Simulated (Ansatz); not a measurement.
# HF: single-point calculation

System: HF.
Method: RKS B2PLYP (frozen core)/def2-TZVPP (Ansatz 0.2.0).

The geometry comes from this level: PBE0-D4/def2-TZVP.

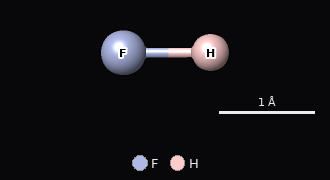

Fig. 1: The structure (ball-and-stick view, seen at a tilt).

Results in brief

```json
{"quantity": "outcome", "value": "converged"}
{"quantity": "total energy", "value": "−2733.0457 eV"}
{"quantity": "mean-field energy", "value": "−2730.7253 eV"}
{"quantity": "SCF solution under orbital rotations", "value": "stable"}
{"quantity": "hardware", "value": "8 threads of Arm Neoverse V1, 23 GiB of memory available, shared host"}
{"quantity": "peak memory", "value": "0.61 GiB"}
```

Input
```yaml
crystal:
  periodic: [false, false, false]
  atoms:
    - {symbol: F, position_ang: [1.224328, 1.468329, 0.561162]}
    - {symbol: H, position_ang: [0.530999, 1.725378, 1.108648]}
basis:
  gaussian: {orbitals: def2-TZVPP}
hamiltonian: {xc: {name: B2PLYP}}
```

Launched with:
```bash
ansatz run in.yaml --threads 8 --pin off --events-out ev --progress --plain --max-ram 19148MiB
```

What the program printed
```
Functional definition: B2PLYP
  name "B2PLYP"
  cite "Grimme, J. Chem. Phys. 124, 034108 (2006) doi:10.1063/1.2148954"
  cite "Becke, Phys. Rev. A 38, 3098 (1988) doi:10.1103/PhysRevA.38.3098"
  cite "Lee, Yang & Parr, Phys. Rev. B 37, 785 (1988) doi:10.1103/PhysRevB.37.785"
  parameter a = 0.53
  parameter c = 0.27
  exchange = (1 - a)*b88_x + a*exact_x
  correlation = (1 - c)*lyp_c + c*(mp2_os + mp2_ss)
287 factors; integrals over basis functions are off by at most 1.0e-3 eV
mean field evaluation 1: about -2729.5191 eV, gradient 2.9e1 eV
mean field evaluation 2: about -2729.5190 eV, gradient 2.9e1 eV
mean field evaluation 4: about -2730.7242 eV, gradient 7.1e-1 eV
mean field evaluation 8: about -2730.7252 eV, gradient 3.0e-3 eV
mean field -2730.72522506 eV, -100.3523010690 hartree, gradient 1.4e-6 eV, S^2 0.000000; 0 other end points of the search recorded, 0 dependent functions left out
1 core orbitals not correlated: weight in the atoms' cores, before any rotation towards them, 1.000 or more for the frozen orbitals, at most 0.000 for the correlated occupied ones
reference -2730.72528177 eV, -100.3523031529 hartree; 4, 4 occupied and 40, 40 virtual orbitals, 287 factors
second order -8.59408085 eV of doubles, -0.00000000 eV of singles
Total energy: -2733.04568360 eV, -100.4375763473 hartree
```
